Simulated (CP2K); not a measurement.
# BNH6 (SMILES [BH3-][NH3+]) at PBE0/def2-TZVP

What is the energy change on altering one bond length of BNH6 at PBE0/def2-TZVP? 

The calculation is run with CP2K 2026.2.

## (1) The molecule

BNH6 has 8 atoms, charge 0, and is taken as a singlet. As SMILES, `[BH3-][NH3+]`. The coordinates come from a PBE0-D4/def2-TZVP relaxation.

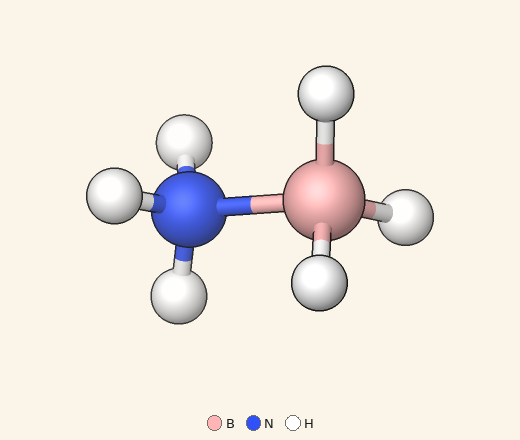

Viewed from a chosen angle; boron pink, nitrogen blue, hydrogen white.

## (2) A single-point energy at PBE0/def2-TZVP

File mol.inp:

```
&GLOBAL
   PROJECT_NAME mol
   RUN_TYPE ENERGY
   PRINT_LEVEL MEDIUM
&END GLOBAL
&FORCE_EVAL
   METHOD QS
   &DFT
      BASIS_SET_FILE_NAME ./def2_tzvp.basis
      POTENTIAL_FILE_NAME POTENTIAL
      CHARGE 0
      MULTIPLICITY 1
      &QS
         METHOD GAPW
         EPS_DEFAULT 1.0E-10
      &END QS
      &MGRID
         CUTOFF 280
         REL_CUTOFF 50
         NGRIDS 4
      &END MGRID
      &POISSON
         PERIODIC NONE
         POISSON_SOLVER MULTIPOLE
      &END POISSON
      &SCF
         SCF_GUESS ATOMIC
         EPS_SCF 1.0E-07
         MAX_SCF 150
         ADDED_MOS 3
         &DIAGONALIZATION
            ALGORITHM STANDARD
         &END DIAGONALIZATION
         &MIXING
            METHOD DIRECT_P_MIXING
            ALPHA 0.4
         &END MIXING
      &END SCF
      &XC
         &XC_FUNCTIONAL
            &HYB_GGA_XC_PBEH
            &END HYB_GGA_XC_PBEH
         &END XC_FUNCTIONAL
         &HF
            FRACTION 0.25
            &SCREENING
               EPS_SCHWARZ 1.0E-10
               SCREEN_ON_INITIAL_P F
            &END SCREENING
            &INTERACTION_POTENTIAL
               POTENTIAL_TYPE COULOMB
            &END INTERACTION_POTENTIAL
            &MEMORY
               MAX_MEMORY 1050
            &END MEMORY
         &END HF
      &END XC
      &PRINT
         &MOMENTS
            PERIODIC F
            REFERENCE COM
            MAX_MOMENT 1
         &END MOMENTS
         &MO ON
            ENERGIES T
            OCCUPATION_NUMBERS T
            NDIGITS 6
            &EACH
               QS_SCF 0
            &END EACH
            ADD_LAST NUMERIC
         &END MO
         &LOWDIN ON
         &END LOWDIN
         &HIRSHFELD OFF
         &END HIRSHFELD
         &MO_MOLDEN ON
            NDIGITS 8
         &END MO_MOLDEN
      &END PRINT
   &END DFT
   &SUBSYS
      &CELL
         ABC [angstrom] 9.5 9.1 9.9
         PERIODIC NONE
      &END CELL
      &COORD
         SCALED T
         B    0.48912632   0.52041209   0.42583333
         N    0.53100000   0.46481868   0.57806566
         H    0.50103158   0.41280769   0.35456061
         H    0.36898947   0.56424725   0.43474242
         H    0.57288421   0.61665385   0.39926768
         H    0.52408421   0.54856593   0.64543939
         H    0.63101053   0.42567582   0.58044949
         H    0.46568421   0.38334615   0.60925758
      &END COORD
      &KIND B
         BASIS_SET def2-TZVP
         POTENTIAL ALL
         LEBEDEV_GRID 194
         RADIAL_GRID 100
      &END KIND
      &KIND N
         BASIS_SET def2-TZVP
         POTENTIAL ALL
         LEBEDEV_GRID 194
         RADIAL_GRID 100
      &END KIND
      &KIND H
         BASIS_SET def2-TZVP
         POTENTIAL ALL
         LEBEDEV_GRID 194
         RADIAL_GRID 100
      &END KIND
   &END SUBSYS
&END FORCE_EVAL
```

Started as:

```
OMP_NUM_THREADS=1 cp2k.psmp mol.inp > mol.out
```

Log:

```text
CP2K| version string:                                       CP2K version 2026.2
[...]
 GLOBAL| Method name                                                        CP2K
[...]
 GLOBAL| Run type                                                         ENERGY
[...]
 DFT| Spin restricted Kohn-Sham (RKS) calculation                            RKS
 DFT| Multiplicity                                                             1
[...]
 DFT| Charge                                                                   0
[...]
 FUNCTIONAL| HYB_GGA_XC_PBEH:
[...]
 QS| Method:                                                                GAPW
[...]
 QS| Density cutoff [a.u.]:                                                140.0
[...]
 QS| Relative density cutoff [a.u.]:                                        25.0
[...]
                             - Atoms:                                          8
[...]
                             - Spherical basis functions:                     98
[...]
 Number of electrons:                                                         18
[...]
     1 P_Mix/Diag. 0.40E+00    5.7     0.34843795       -83.3196662712 -8.33E+01
[...]
    13 DIIS/Diag.  0.32E-06    1.4     0.00000006       -83.1356474892 -2.43E-12
  *** SCF run converged in    13 steps ***
[...]
  Overlap energy of the core charge distribution:               0.00001125859939
  Self energy of the core charge distribution:                -72.51475830520786
  Core Hamiltonian energy:                                    -10.67674737357896
  Hartree energy:                                              27.39090617120042
  Exchange-correlation energy:                                 -4.89526563428623
  Hartree-Fock Exchange energy:                                -3.15282832250712
[...]
                     Mulliken Population Analysis
 #  Atom  Element  Kind  Atomic population                           Net charge
       1     B        1          5.341092                             -0.341092
       2     N        2          7.422988                             -0.422988
       3     H        3          1.031312                             -0.031312
       4     H        3          1.031076                             -0.031076
       5     H        3          1.030534                             -0.030534
       6     H        3          0.714023                              0.285977
       7     H        3          0.714491                              0.285509
       8     H        3          0.714483                              0.285517
 # Total charge                             18.000000                  0.000000
[...]
  Dipole moment [Debye]
    X=  0.1326686E+01 Y= -0.1690229E+01 Z=  0.5021185E+01  Total=      5.4616176
 ENERGY| Total FORCE_EVAL ( QS ) energy [hartree]            -83.135647489186894
[...]
```

Wall time 23 s (1 thread of Arm Neoverse V1, shared host); peak memory 0.56 GiB.

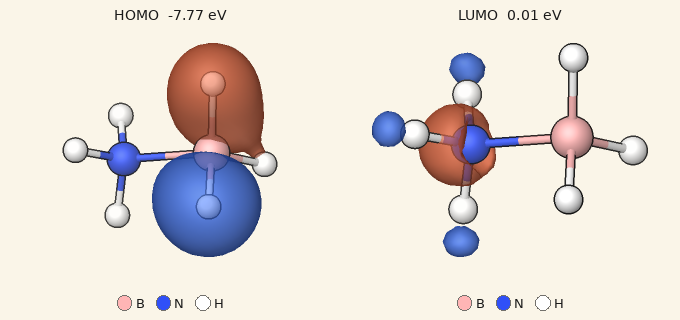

Frontier orbitals of this run, surfaces at ±0.2 Å^-3/2.

## (3) The distorted shape, same level

File molecule.xyz:

```xyz
8

B     -0.247846     0.740367    -0.422624
N      0.149954     0.234467     1.084476
H     -0.078200    -0.728400    -1.481000
H     -1.389146     1.139267    -0.334424
H      0.547854     1.616167    -0.685624
H      0.084254     0.996567     1.751476
H      1.100054    -0.121733     1.108076
H     -0.470546    -0.506933     1.393276
```

File mol.inp:

```
&GLOBAL
 PROJECT_NAME mol
 RUN_TYPE ENERGY
 PRINT_LEVEL MEDIUM
&END GLOBAL

&FORCE_EVAL
 METHOD Quickstep
 &DFT
  BASIS_SET_FILE_NAME ./def2_tzvp.basis
  POTENTIAL_FILE_NAME POTENTIAL
  &QS
   METHOD GAPW
   EPS_DEFAULT 1.0E-10
  &END QS
  &MGRID
   CUTOFF 280
   REL_CUTOFF 50
   NGRIDS 4
  &END MGRID
  &POISSON
   PERIODIC NONE
   POISSON_SOLVER MULTIPOLE
  &END POISSON
  &SCF
   SCF_GUESS ATOMIC
   EPS_SCF 1.0E-07
   MAX_SCF 80
   ADDED_MOS 10
   &DIAGONALIZATION
    ALGORITHM STANDARD
   &END DIAGONALIZATION
   &MIXING
    METHOD DIRECT_P_MIXING
    ALPHA 0.4
   &END MIXING
  &END SCF
  &XC
   &XC_FUNCTIONAL
    &HYB_GGA_XC_PBEH
    &END HYB_GGA_XC_PBEH
   &END XC_FUNCTIONAL
   &HF
    FRACTION 0.25
    &SCREENING
     EPS_SCHWARZ 1.0E-10
    &END SCREENING
    &MEMORY
     MAX_MEMORY 1050
    &END MEMORY
   &END HF
  &END XC
  &PRINT
   &MOMENTS
    PERIODIC F
    REFERENCE COM
    MAX_MOMENT 1
   &END MOMENTS
   &MO ON
    ENERGIES T
    OCCUPATION_NUMBERS T
    NDIGITS 6
    &EACH
     QS_SCF 0
    &END EACH
    ADD_LAST NUMERIC
   &END MO
   &LOWDIN ON
   &END LOWDIN
   &HIRSHFELD OFF
   &END HIRSHFELD
  &END PRINT
 &END DFT
 &SUBSYS
  &CELL
   ABC 9.5 9.3 10.2
   PERIODIC NONE
  &END CELL
  &TOPOLOGY
   COORD_FILE_NAME molecule.xyz
   COORD_FILE_FORMAT XYZ
   &CENTER_COORDINATES
   &END CENTER_COORDINATES
  &END TOPOLOGY
  &KIND B
   BASIS_SET def2-TZVP
   POTENTIAL ALL
   LEBEDEV_GRID 194
   RADIAL_GRID 100
  &END KIND
  &KIND N
   BASIS_SET def2-TZVP
   POTENTIAL ALL
   LEBEDEV_GRID 194
   RADIAL_GRID 100
  &END KIND
  &KIND H
   BASIS_SET def2-TZVP
   POTENTIAL ALL
   LEBEDEV_GRID 194
   RADIAL_GRID 100
  &END KIND
 &END SUBSYS
&END FORCE_EVAL
```

Started as:

```
OMP_NUM_THREADS=1 cp2k.psmp -i mol.inp -o mol.out
```

Log (excerpt; [...] marks lines left out):

```text
CP2K| version string:                                       CP2K version 2026.2
[...]
 GLOBAL| Method name                                                        CP2K
[...]
 GLOBAL| Run type                                                         ENERGY
[...]
 DFT| Spin restricted Kohn-Sham (RKS) calculation                            RKS
 DFT| Multiplicity                                                             1
[...]
 DFT| Charge                                                                   0
[...]
 FUNCTIONAL| HYB_GGA_XC_PBEH:
[...]
 QS| Method:                                                                GAPW
[...]
 QS| Density cutoff [a.u.]:                                                140.0
[...]
 QS| Relative density cutoff [a.u.]:                                        25.0
[...]
                             - Atoms:                                          8
[...]
                             - Spherical basis functions:                     98
[...]
 Number of electrons:                                                         18
[...]
     1 P_Mix/Diag. 0.40E+00    5.8     0.31149288       -83.1855208457 -8.32E+01
[...]
    13 DIIS/Diag.  0.16E-06    1.4     0.00000010       -83.0756417914 -5.61E-12
  *** SCF run converged in    13 steps ***
[...]
  Overlap energy of the core charge distribution:               0.00000769744627
  Self energy of the core charge distribution:                -72.51475830520786
  Core Hamiltonian energy:                                    -10.92618683573864
  Hartree energy:                                              27.61610993574389
  Exchange-correlation energy:                                 -4.81019082077946
  Hartree-Fock Exchange energy:                                -3.12223157067587
[...]
                     Mulliken Population Analysis
 #  Atom  Element  Kind  Atomic population                           Net charge
       1     B        1          5.307644                             -0.307644
       2     N        2          7.406613                             -0.406613
       3     H        3          1.139024                             -0.139024
       4     H        3          1.010220                             -0.010220
[...]
  Dipole moment [Debye]
    X=  0.1210917E+01 Y= -0.5132346E+00 Z=  0.5985661E+01  Total=      6.1284473
 ENERGY| Total FORCE_EVAL ( QS ) energy [hartree]            -83.075641791367431
[...]
```

It took 24 s on 1 thread of Arm Neoverse V1, shared host; peak memory 0.59 GiB.

## (4) Outcome

At PBE0/def2-TZVP:

```
                                                         quantity         value
                                        first shape: total energy  -83.13565 Eh
                                       first shape: dipole moment        5.46 D
                                         first shape: HOMO energy      -7.77 eV
                                         first shape: LUMO energy       0.01 eV
                                       first shape: HOMO–LUMO gap       7.79 eV
                                    distorted shape: total energy  -83.07564 Eh
                                   distorted shape: dipole moment        6.13 D
                                     distorted shape: HOMO energy      -6.52 eV
                                     distorted shape: LUMO energy      -0.16 eV
                                   distorted shape: HOMO–LUMO gap       6.35 eV
energy change with the B1–H3 bond stretched from 1.212 to 1.818 Å      1.633 eV
```

With the B1–H3 bond stretched from 1.212 to 1.818 Å the energy rises by 1.63 eV (158 kJ/mol).
